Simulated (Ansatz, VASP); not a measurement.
## Cross-check of SiW between VASP and Ansatz

Wanted: the spread between two codes on one cell, functional and k mesh. The cell is invented: As first built, before any earlier steps moved the atoms (in the runner's words): it takes the WC structure with some of its atoms replaced by other elements, volume scaled by an estimate. It may not be a known or stable phase. The cell is taken from a series of VASP runs on this material, whose earlier steps may have relaxed, scaled or displaced it; both programs get it as it stands. Other levels of theory on this material are compared in a session of their own. Valence electrons are named where the data sets of a main pair hold unlike numbers.

Program: Ansatz 0.2.0. Level of theory: plane waves, with VASP 6.6.1 beside it; band structure at PBE, band structure at PBEsol and band structure at PBE, spin-orbit coupling. Results are calculated unless marked as measured.

## 1. The starting structure

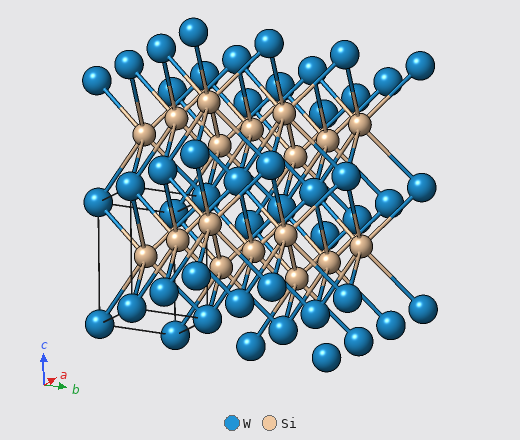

The cell as given, slightly off an axis (tungsten blue, silicon light orange). 3×3×2 cells are drawn. Bonds to atoms that aren't drawn are left out. Some periodic images of atoms are drawn too.

As a file:

```cif
data_structure
_symmetry_space_group_name_H-M 'P-6m2'
_symmetry_Int_Tables_number 187
_cell_length_a 3.1462
_cell_length_b 3.1462
_cell_length_c 3.5000
_cell_angle_alpha 90.000
_cell_angle_beta 90.000
_cell_angle_gamma 120.000
_cell_volume 30.00
loop_
_atom_site_label
_atom_site_type_symbol
_atom_site_symmetry_multiplicity
_atom_site_Wyckoff_symbol
_atom_site_fract_x
_atom_site_fract_y
_atom_site_fract_z
_atom_site_occupancy
W1 W 1 a 0.00000 0.00000 0.00000 1
Si1 Si 1 f 0.66667 0.33333 0.50000 1
```

## 2. VASP: band structure, PBE

A single point gives forces, pressure and levels at one fixed geometry, so differences don't come from the geometry; what else differs is listed under the comparison.

Lines of VASP's logs that name or quote its potential files are left out, and so is its time.

The input, INCAR:

```
SYSTEM = SiW
PREC = Accurate
ENCUT = 400
EDIFF = 1E-06
NELM = 100
ISMEAR = 0
SIGMA = 0.02
LREAL = .FALSE.
ALGO = Normal
GGA = PE
LORBIT = 11
LWAVE = .FALSE.
LCHARG = .FALSE.
KPAR = 4
```

The input, POSCAR:

```
SiW
1.0
    3.1462339355     -0.0000000082      0.0000000000
   -1.5731174854      2.7247182678      0.0000000000
    0.0000000000      0.0000000000      3.4999919662
W Si
1 1
Direct
    0.0000000000      0.0000000000      0.0000000000
    0.6666666700      0.3333333300      0.5000000000
```

The input, KPOINTS:

```
Automatic mesh
0
Gamma
5 5 4
0 0 0
```

The input, KPOINTS_OPT:

```
Line mode
16
Line-mode
Reciprocal
  0.00000000   0.00000000   0.00000000 GAMMA
  0.50000000   0.00000000   0.00000000 M

  0.50000000   0.00000000   0.00000000 M
  0.33333333   0.33333333   0.00000000 K

  0.33333333   0.33333333   0.00000000 K
  0.00000000   0.00000000   0.00000000 GAMMA

  0.00000000   0.00000000   0.00000000 GAMMA
  0.00000000   0.00000000   0.50000000 A

  0.00000000   0.00000000   0.50000000 A
  0.50000000   0.00000000   0.50000000 L

  0.50000000   0.00000000   0.50000000 L
  0.33333333   0.33333333   0.50000000 H

  0.33333333   0.33333333   0.50000000 H
  0.00000000   0.00000000   0.50000000 A

  0.50000000   0.00000000   0.50000000 L
  0.50000000   0.00000000   0.00000000 M

  0.33333333   0.33333333   0.00000000 K
  0.33333333   0.33333333   0.50000000 H
```

PAW data sets: W and Si (PBE family, release 64).

Run with:

```sh
mpirun -np 4 vasp_std
```

Numbers of over 12 decimals in the logs are rounded to 6 here.

What it wrote:

```text
[banner, memory and clock lines left out]
running    4 mpi-ranks, on    1 nodes
 distrk:  each k-point on    1 cores,    4 groups
 distr:  one band on    1 cores,    1 groups

 POSCAR found type information on POSCAR W Si
 POSCAR found :  2 types and       2 ions
 LDA part: xc-table for (Slater+PW92), standard interpolation
 POSCAR, INCAR and KPOINTS ok, starting setup
 FFT: planning ... GRIDC
 FFT: planning ... GRID_SOFT
 FFT: planning ... GRID
 WAVECAR not read
 entering main loop
       N       E                     dE             d eps       ncg     rms          rms(c)
DAV:   1     0.110665485864E+02    0.11067E+02   -0.39542E+03   286   0.769E+02
DAV:   2    -0.188328137822E+02   -0.29899E+02   -0.29000E+02   390   0.160E+02
DAV:   3    -0.196480117976E+02   -0.81520E+00   -0.77616E+00   327   0.217E+01
DAV:   4    -0.196541040900E+02   -0.60923E-02   -0.60906E-02   409   0.216E+00
DAV:   5    -0.196541226795E+02   -0.18589E-04   -0.18588E-04   346   0.803E-02    0.227E+01
DAV:   6    -0.186446656372E+02    0.10095E+01   -0.37792E+00   368   0.121E+01    0.871E+00
DAV:   7    -0.185638735247E+02    0.80792E-01   -0.16858E-01   351   0.313E+00    0.340E+00
DAV:   8    -0.185471289774E+02    0.16745E-01   -0.47546E-02   286   0.118E+00    0.323E-01
DAV:   9    -0.185459433054E+02    0.11857E-02   -0.76852E-03   354   0.601E-01    0.159E-01
DAV:  10    -0.185458579125E+02    0.85393E-04   -0.38113E-04   320   0.145E-01    0.857E-02
DAV:  11    -0.185458594855E+02   -0.15730E-05   -0.59503E-05   360   0.486E-02    0.188E-02
DAV:  12    -0.185458572095E+02    0.22760E-05   -0.66531E-06   303   0.166E-02    0.764E-03
DAV:  13    -0.185458568489E+02    0.36064E-06   -0.36986E-07   148   0.499E-03
   1 F= -.18545857E+02 E0= -.18545501E+02  d E =-.712260E-03
 Start KPOINTS_OPT (optional k-point list driver)
k-point batch [1-15\144]
       N       E                     dE             ncg
DAV:   1     0.123272804604E+04   -0.10389E+04      270
DAV:   2     0.692260161680E+03   -0.54047E+03      379
DAV:   3     0.674051122084E+03   -0.18209E+02      357
DAV:   4     0.673844820425E+03   -0.20630E+00      396
DAV:   5     0.673843090259E+03   -0.17302E-02      364
DAV:   6     0.673843060090E+03   -0.30169E-04      371
DAV:   7     0.673843059223E+03   -0.86625E-06      374
[...]
k-point batch [136-144\144]
       N       E                     dE             ncg
DAV:   1     0.284829575874E+04   -0.30976E+04      170
DAV:   2     0.259172812044E+04   -0.25657E+03      190
DAV:   3     0.258479854142E+04   -0.69296E+01      221
DAV:   4     0.258473824492E+04   -0.60297E-01      243
DAV:   5     0.258473817472E+04   -0.70199E-04      230
DAV:   6     0.258473817449E+04   -0.22753E-06      249
```

OUTCAR, selected parts (step 2):

```text
ion  position               nearest neighbor table
   1  0.000  0.000  0.000-   2 2.52   2 2.52   2 2.52   2 2.52   2 2.52   2 2.52
   2  0.667  0.333  0.500-   1 2.52   1 2.52   1 2.52   1 2.52   1 2.52   1 2.52

  LATTYP: Found a hexagonal cell.
 ALAT       =     3.1462339355
 C/A-ratio  =     1.1124385656

 Subroutine GETGRP returns: Found 12 space group operations
 (whereof 12 operations were pure point group operations)

The static configuration has the point symmetry D_3h.

 Found     15 irreducible k-points:

   k-points           NKPTS =     15   k-points in BZ     NKDIM =     15   number of bands    NBANDS=      9

   dimension x,y,z NGX =    24 NGY =   24 NGZ =   24
   dimension x,y,z NGXF=    48 NGYF=   48 NGZF=   48

   ENCUT  =  400.0 eV  29.40 Ry    5.42 a.u.   5.13  5.13  5.71*2*pi/ulx,y,z

   NELECT =      10.0000    total number of electrons

 k-points in reciprocal lattice and weights: Automatic mesh
   0.00000000  0.00000000  0.00000000       0.010
   0.20000000  0.00000000  0.00000000       0.060
   0.40000000 -0.00000000  0.00000000       0.060
   0.20000000  0.20000000  0.00000000       0.060
   0.40000000  0.20000000  0.00000000       0.060
   0.00000000  0.00000000  0.25000000       0.020
   0.20000000  0.00000000  0.25000000       0.120
   0.40000000 -0.00000000  0.25000000       0.120
   0.20000000  0.20000000  0.25000000       0.120
[...]
0.20000000  0.20000000  0.50000000       0.060
   0.40000000  0.20000000  0.50000000       0.060

 average (electrostatic) potential at core
       1 -37.0209       2 -80.4954

 E-fermi :   8.5224

 k-point     1 :       0.0000    0.0000    0.0000
  band No.  band energies     occupation
      1      -3.6286      2.00000
      2       4.4963      2.00000
      3       6.9266      2.00000
      4       6.9266      2.00000
      5       8.5627      0.00443
      6       9.6535      0.00000
      7       9.6535      0.00000
      8      15.4452      0.00000
      9      15.4452      0.00000

 k-point     2 :       0.2000    0.0000    0.0000
  band No.  band energies     occupation
      1      -2.7503      2.00000
      2       4.8238      2.00000
      3       5.9171      2.00000
      4       6.5613      2.00000
      5       7.7814      2.00000
      6       9.2927      0.00000
      7      12.1638      0.00000
      8      12.2114      0.00000
      9      13.9027      0.00000

 k-point     3 :       0.4000   -0.0000    0.0000
  band No.  band energies     occupation
      1      -0.5469      2.00000
      2       3.1532      2.00000
      3       5.2297      2.00000
      4       5.4094      2.00000
      5       8.7797      0.00000
      6       9.7304      0.00000
      7      11.8189      0.00000
      8      12.2310      0.00000
      9      13.9359      0.00000

  Total        0.0365085      0.0365085      0.2577393     -0.0000000      0.0000000      0.0000000
  in kB        1.9495059      1.9495055     13.7629515     -0.0000004      0.0000000      0.0000000
  external PRESSURE =       5.8873210 kB  Pullay stress =       0.0000000 kB

  energy-cutoff  :      400.00
  volume of cell :       30.00
      direct lattice vectors                 reciprocal lattice vectors
     3.146233936 -0.000000008  0.000000000     0.317840320  0.183505271  0.000000000
    -1.573117485  2.724718268  0.000000000     0.000000001  0.367010422  0.000000000
     0.000000000  0.000000000  3.499991966     0.000000000  0.000000000  0.285714942

 POSITION                                       TOTAL-FORCE (eV/Angst)
 -----------------------------------------------------------------------------------
      0.00000      0.00000      0.00000         0.000000      0.000000      0.000000
      1.57312      0.90824      1.75000        -0.000000     -0.000000      0.000000
 -----------------------------------------------------------------------------------
    total drift:                               -0.000001      0.000001     -0.000000

  FREE ENERGIE OF THE ION-ELECTRON SYSTEM (eV)
  ---------------------------------------------------
  free  energy   TOTEN  =       -18.5458568489 eV

  energy  without entropy=      -18.5451445889  energy(sigma->0) =      -18.54550072

 total charge
# of ion       s       p       d       tot
------------------------------------------
    1        0.569   0.625   4.294   5.488
    2        0.763   0.956   0.000   1.719
--------------------------------------------------
tot          1.332   1.580   4.294   7.207

[... 3 further parts left out ...]
```

The run ends at a pressure of 0.59 GPa.

## 3. Ansatz: band structure, PBE

Ansatz runs on its default PAW (the set named soft_2) files.

The same cell, functional, mesh and smearing now go to Ansatz, which takes its cutoff from its data sets.

The input, input.yaml:

```yaml
crystal:
  lattice:
    - [3.1462339355, -8.2e-09, 0.0]
    - [-1.5731174854, 2.7247182678, 0.0]
    - [0.0, 0.0, 3.4999919662]
  atoms:
    - { symbol: W, position: [0.0, 0.0, 0.0] }
    - { symbol: Si, position: [0.66666667, 0.33333333, 0.5] }
hamiltonian:
  xc: pbe
  pseudopotentials: { kind: paw }
kpoints:
  mp_grid: { grid: [5, 5, 4] }
  band_path:
    path:
      - [0.0, 0.0, 0.0]
      - [0.13333, 0.0, 0.0]
      - [0.3, 0.0, 0.0]
      - [0.46667, 0.0, 0.0]
      - [0.46667, 0.06667, 0.0]
      - [0.41111, 0.17778, 0.0]
      - [0.35556, 0.28889, 0.0]
      - [0.28889, 0.28889, 0.0]
      - [0.17778, 0.17778, 0.0]
      - [0.06667, 0.06667, 0.0]
      - [0.0, 0.0, 0.03333]
      - [0.0, 0.0, 0.2]
      - [0.0, 0.0, 0.36667]
      - [0.0, 0.0, 0.5]
      - [0.16667, 0.0, 0.5]
      - [0.3, 0.0, 0.5]
      - [0.46667, 0.0, 0.5]
      - [0.46667, 0.06667, 0.5]
      - [0.41111, 0.17778, 0.5]
      - [0.35556, 0.28889, 0.5]
      - [0.28889, 0.28889, 0.5]
      - [0.17778, 0.17778, 0.5]
      - [0.06667, 0.06667, 0.5]
      - [0.5, 0.0, 0.46667]
      - [0.5, 0.0, 0.3]
      - [0.5, 0.0, 0.13333]
      - [0.33333, 0.33333, 0.0]
      - [0.33333, 0.33333, 0.16667]
      - [0.33333, 0.33333, 0.33333]
      - [0.33333, 0.33333, 0.5]
    npoints: 1
scf:
  occupations: { method: gaussian, width: 0.02 }
  n_extra_bands: 7
output:
  forces: true
  stress: true
  eigenvalues: true
```

Run with:

```sh
ansatz run input.yaml --threads 2 --pin off --max-ram 4608MiB --backend cpu --events-out ev --progress --plain --runs-dir out
```

What it wrote:

```text
Warning: the atoms were moved onto the symmetric positions of the space group found under crystal.symmetry.tolerance 1.0e-5 (fractional; no operation is sought that the atoms, as they stand in a round, miss by more than twice it, and no atom is moved by as much as it), and the run uses the moved positions. Before a round's move an operation carried an atom to 1.57e-8 Å from where it should land, the largest such dist [...]
scf.n_extra_bands = 7 over 9 filled bands (N_el = 18.0): the run solves 16 bands
Engine: ansatz 0.2.0, aarch64-unknown-linux-gnu
Pseudopotentials: kind: paw
Pseudopotential: W, paw, valence charge 14, recommended cutoff 420 eV (normal), W.paw.azcp
Pseudopotential: Si, paw, valence charge 4, recommended cutoff 420 eV (normal), Si.paw.azcp
Functional definition: PBE
  parameter kappa = 0.804
  parameter beta = 0.066725
  exchange = pbe_x(kappa = kappa, mu = beta*pi^2/3)
  correlation = pbe_c(beta = beta)
Crystal: 2 atoms, lattice volume = 30.004 Å³
Basis set: ecut = 420 eV, 563 PW (Γ), exchange–correlation on 48×48×48 points (8 copies of the dense FFT grid, shifted against one another)
Bands: 16, of which v1, the nominal top of the filled ones, is band 9 counted from 1 (8 counted from 0)
Symmetry: 12 space group operations
Space group: P-6m2 (ITA 187), of the structure as read, at distance tolerance 3.1e-5 Å
k-points: 15 of 100 (time reversal used)
Non-local potential: W, projectors of the file, l = 0: 3, l = 1: 2, l = 2: 2, l = 3: 1
Non-local potential: Si, projectors of the file, l = 0: 2, l = 1: 2, l = 2: 2
PAW form: soft (Blöchl's): semilocal exchange-correlation on the pseudo side does not see the compensation charge
PAW one-centre angular grid: W, 590 points (default); XC on 64 Gauss nodes
PAW one-centre angular grid: Si, 110 points (default); XC on 64 Gauss nodes
Initial density: superposition of atomic densities (neutral atoms: chi_scale 0, normalization atom), corrected by the library's trained network
Initial wavefunctions: pseudopotential atomic-orbital guess
Functional: x = pbe(κ = 0.804, μ = 0.219515), c = pbe(β = 0.066725)
SCF iter   1: F=—  HF=-11020.754118 eV  |F-HF|=—  |Δ(HF+E_count)|=         —  Δρ=7.10e-3  dr2=1.53e-2  ethr=1.77e-3  ⟨swp⟩=5.7  Hψ=1357  notcnv=0
preconditioner: auto → none  [insulator: Δε(μ)=0.033 eV  Ē_g=10.522 eV  σ=0.020 eV  W_gap=0.69  n_scr=8 (ndim 8)  ℏωp=21.4 eV  f_vac=0.000  D(μ)=2.38/eV (n_scr^D=22)  ε∞_Penn≈5.2]
SCF iter   2: F=—  HF=-11020.752269 eV  |F-HF|=—  |Δ(HF+E_count)|=   1.85e-3  Δρ=3.31e-3  dr2=3.36e-3  ethr=8.48e-5  ⟨swp⟩=2.0  Hψ=434  notcnv=0  defer=25
SCF iter   3: F=—  HF=-11020.752238 eV  |F-HF|=—  |Δ(HF+E_count)|=   3.06e-5  Δρ=1.11e-3  dr2=2.99e-4  ethr=1.87e-5  ⟨swp⟩=2.3  Hψ=310  notcnv=0  defer=25
SCF iter   4: F=—  HF=-11020.752188 eV  |F-HF|=—  |Δ(HF+E_count)|=   5.00e-5  Δρ=2.00e-4  dr2=7.11e-6  ethr=1.66e-6  ⟨swp⟩=2.5  Hψ=321  notcnv=0  defer=25
SCF iter   5: F=—  HF=-11020.752186 eV  |F-HF|=—  |Δ(HF+E_count)|=   1.88e-6  Δρ=3.92e-5  dr2=1.95e-7  ethr=3.95e-8  ⟨swp⟩=2.4  Hψ=303  notcnv=0  defer=25
SCF iter   6: F=-11020.752186 eV  HF=-11020.752186 eV  |F-HF|=5.47e-9  |Δ(HF+E_count)|=   1.00e-7  Δρ=6.48e-6  dr2=1.08e-8  ethr=5.56e-10  ⟨swp⟩=8.1  Hψ=1064  notcnv=0
SCF 1 converged in 6 iterations: F = -11020.752186 eV  dr2 = 1.08e-8
  greatest PAW one-centre occupation: 1.000 electrons in one spin orbital (limit 2), on the W atom at site 0 (counted from 0), in its partial waves of l = 0
NSCF: frozen V_eff on 30 k-points
SCF converged after 6 iterations
Free energy (F): -11020.752186 eV
Harris-Foulkes:  -11020.752186 eV  (|F-HF|=5.47e-9)
Internal energy: -11020.751521 eV  (E = F + TS)
E sigma→0 (E₀):  -11020.751854 eV
Entropy (-TS):   -0.000665 eV (-0.333 meV/atom)
Fermi energy:    16.635002 eV
--- Per-component energies (eV) ---
  E_band       = -118.710843
  E_kinetic    = 494.001252
  E_local      = -885.072065  (includes V_loc(G=0)·N_el)
  E_nonlocal   = 26.951565
  E_hartree    = 330.481839
  E_xc         = -323.637293
  E_vxc        = -287.580465  (∫ρ·V_xc dr)
  E_paw        = -9075.592262  (= ΣΔE_a)
  E_vpaw       = -127.975171  (= ΣTr[D̂ρ^β])
  E_aug_tail   = -0.000045  (compensation charges beyond the density's cutoff)
  E_ewald      = -1587.884513
  E_smearing   = -0.000665  (= −TS)
  E_closure    = -0.000000  (closes the sum)
  Σ components = -11020.752186   (vs F -11020.752186, Δ=0.00e0)
--- Forces (eV/Å), atoms counted from 1 ---
  atom   1  W      0.00000000     0.00000000     0.00000000
  atom   2  Si    -0.00000000     0.00000000     0.00000000
  max |Σ_I F_I| component: 1.62e-17 eV/Å
--- Stress (GPa, compression-positive) ---
        0.904706       0.000000       0.000000
        0.000000       0.904706       0.000000
        0.000000       0.000000       2.490999
  P = ⅓ Tr σ = 1.4335 GPa (14.335 kbar)
--- Band table (eV; the first three rows and the last of 15) ---
  k-point 0: bands = [... 5 lower, 12.6000, 15.0331, 15.0331, 16.6544, 17.7777, 17.7777, 23.5041, 23.5041, ... 3 higher]
  k-point 1: bands = [... 5 lower, 11.2788, 15.3041, 15.3041, 16.6325, 16.7614, 16.7614, 23.8480, 23.8480, ... 3 higher]
  k-point 2: bands = [... 5 lower, 8.7930, 15.6702, 15.6702, 15.9948, 15.9948, 17.3576, 22.8284, 22.8284, ... 3 higher]
  k-point 14: bands = [... 5 lower, 11.7134, 12.1599, 14.5015, 15.3218, 18.2535, 20.5314, 20.9885, 22.3848, ... 3 higher]
```

Wall time 2.5 s (2 threads of Arm Neoverse N1, shared host); peak memory 0.27 GiB.

## 4. Differences

Known differences besides the potentials themselves: the data sets hold 18 valence electrons in Ansatz (on its default PAW (the set named soft_2) files) and 10 in VASP; the cutoff is 420 eV in Ansatz and 400 eV in VASP; VASP leaves aspherical gradient terms in its spheres out (LASPH is not set), Ansatz keeps them. Total energies have different zeros and are not compared.

Compared:

```
      quantity  Ansatz  VASP  difference
pressure (GPa)    1.43  0.59       +0.84
```

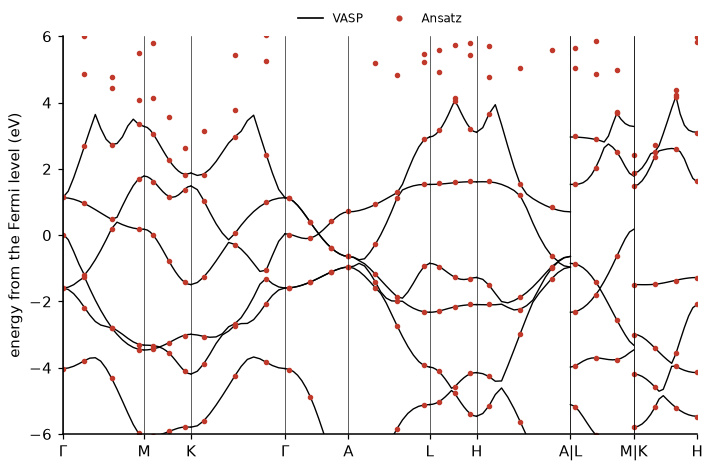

Bands from VASP (lines) and levels from Ansatz (dots). Dots without a line are higher empty bands that the VASP plot leaves out.

Levels from 3 eV below to 2 eV above the Fermi level differ by 12 meV r.m.s. and 27 meV at most; each VASP level is matched to the nearest of Ansatz, which flatters the figure a little.

## 5. Ansatz: band structure, PBEsol

A single point gives forces, pressure and levels at one fixed geometry, so differences don't come from the geometry; what else differs is listed under the comparison.

The cell is taken from a series of VASP runs on this material, whose earlier steps may have relaxed, scaled or displaced it; both programs get it as it stands.

input.yaml, as its differences from that of step 3:

```diff
@@ -9,3 +9,3 @@
 hamiltonian:
-  xc: pbe
+  xc: pbesol
   pseudopotentials: { kind: paw }
```

What it wrote:

```text
[...]
Crystal: 2 atoms, lattice volume = 30.004 Å³
Basis set: ecut = 420 eV, 563 PW (Γ), exchange–correlation on 48×48×48 points (8 copies of the dense FFT grid, shifted against one another)
Bands: 16, of which v1, the nominal top of the filled ones, is band 9 counted from 1 (8 counted from 0)
Symmetry: 12 space group operations
[...]
k-point 0: bands = [... 5 lower, 12.4459, 14.8941, 14.8941, 16.5473, 17.6448, 17.6448, 23.3864, 23.3864, ... 3 higher]
  k-point 1: bands = [... 5 lower, 11.1443, 15.1640, 15.1640, 16.4905, 16.6302, 16.6302, 23.7269, 23.7269, ... 3 higher]
  k-point 2: bands = [... 5 lower, 8.6548, 15.5265, 15.5265, 15.8660, 15.8660, 17.1958, 22.7081, 22.7081, ... 3 higher]
  k-point 14: bands = [... 5 lower, 11.5869, 12.0349, 14.3883, 15.1863, 18.0872, 20.3703, 20.8567, 22.2618, ... 3 higher]
[key lines of the parts left out:]
SCF converged after 6 iterations
Free energy (F): -10878.284934 eV
Fermi energy:    16.493540 eV
P = ⅓ Tr σ = -4.2637 GPa (-42.637 kbar)
```

Elapsed: 2.8 s, on 2 threads; peak memory 0.27 GiB; 3.2 s of CPU time.

(Part 1 of 2 ends here.)

[Lines on the potential files, build, host, timing and source positions are cut from VASP's logs without a mark.]

[Logs are printed without paths, hosts, clocks, repeated set-up lines and the standing remarks that a program may print on its own settings, such as how far it seeks lower states.]

[Hosts, paths, dates, database ids (printed as entryN), source tags and the programs' standing remarks are cut or masked in the printed files.]
